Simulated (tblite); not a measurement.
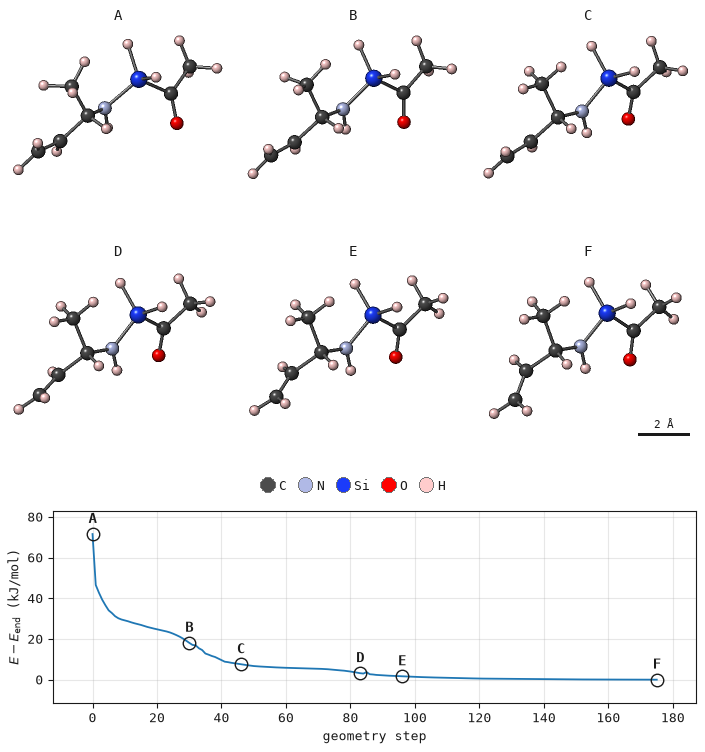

Frames of a relaxation of C$_{6}$H$_{13}$NOSi, marked on the history of the run. Style: ball-and-stick. Shown from a free direction.

Method: GFN2-xTB geometry optimisation, gas phase in tblite 0.8.0. 

> What happens along the run?

Over 175 geometry steps the energy falls by 71.6 kJ/mol. The atom that moves furthest after the best rigid fit is an H atom (1.54 Å). By element the largest moves are H 1.54 Å, O 0.75 Å, C 0.65 Å, N 0.51 Å, Si 0.11 Å. Some distances before and after: C–Si 1.851 → 1.917 Å, N–Si 1.752 → 1.700 Å, C–H 1.135 → 1.086 Å, C–N 1.406 → 1.449 Å. Bond angles that change, for instance: C–N–Si 116.7° → 129.8°, C–C–H 121.5° → 114.4°, C–C–N 117.2° → 110.6°. Groups turn about C–C by about 65°, C–C by about 55°, C–C by about 35°. The run took 2.8 s on 1 thread of Arm Neoverse N1, on a shared host. From step 0 to 30: an H atom moves most (0.50 Å), energy −53.5 kJ/mol. From step 30 to 46: the O atom moves most (0.54 Å), energy −10.6 kJ/mol. From step 46 to 83: an H atom moves most (0.58 Å), energy −4.35 kJ/mol. From step 83 to 96: an H atom moves most (0.32 Å), energy −1.56 kJ/mol. From step 96 to 175: an H atom moves most (0.50 Å), energy −1.62 kJ/mol.
